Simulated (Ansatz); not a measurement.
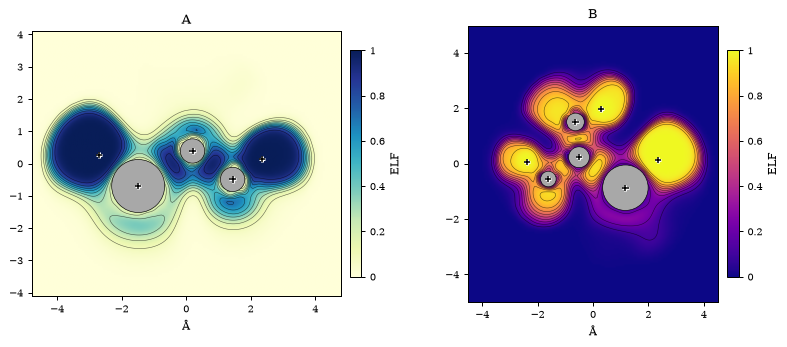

The ELF of 2 systems, each on a plane through atoms (crosses mark nuclei in the plane; grey discs cover the cores).

Method: Ansatz, RKS PBE/def2-SVP.

System 1: C₃H₉ClGe (SMILES C[C](C)(Cl)[GeH3]), the plane of atoms C2, Ge5 and H13. 

```xyz
14

C    -1.4872    0.2639    0.3465
C    -0.0845    0.4725   -0.2167
C    -0.0572    1.4748   -1.3670
Cl    0.5154   -1.1515   -0.8635
Ge    1.2285    0.9521    1.2177
H    -1.8755    1.2182    0.7620
H    -1.4989   -0.4961    1.1520
H    -2.1826   -0.0711   -0.4522
H    -0.7395    1.1525   -2.1820
H     0.9589    1.5841   -1.7939
H    -0.3946    2.4713   -1.0104
H     0.8254    2.3198    1.8455
H     2.6425    1.0700    0.5965
H     1.2077   -0.1414    2.3146
```

System 2: CH₆GeN₂O (SMILES N=[C](O)[GeH2][NH2]), the plane of atoms O3, C2 and Ge4. 

```xyz
11

N     0.3396    0.8179    2.0773
C     0.0037    0.7769    0.8427
O     0.0058    1.9178    0.1064
Ge   -0.5614   -0.7995   -0.2599
N     0.3911   -1.0894   -1.8266
H     0.2996   -0.1164    2.5103
H     0.2898    2.6290    0.7289
H    -2.0459   -0.6195   -0.6689
H    -0.3568   -2.0443    0.6445
H     1.3945   -1.2297   -1.6549
H     0.3055   -0.3000   -2.4793
```

### Which map belongs to which system?

Panel A is system 1, C₃H₉ClGe: the plane holds C, Ge and H. C–C (1.53 Å): the ELF peaks at about 0.95 between the atoms: localised, covalent bonding. Panel B is system 2, CH₆GeN₂O: the plane holds N, C, O, Ge and H. C–N (1.28 Å): the ELF peaks at about 0.90 between the atoms (a covalent bond).
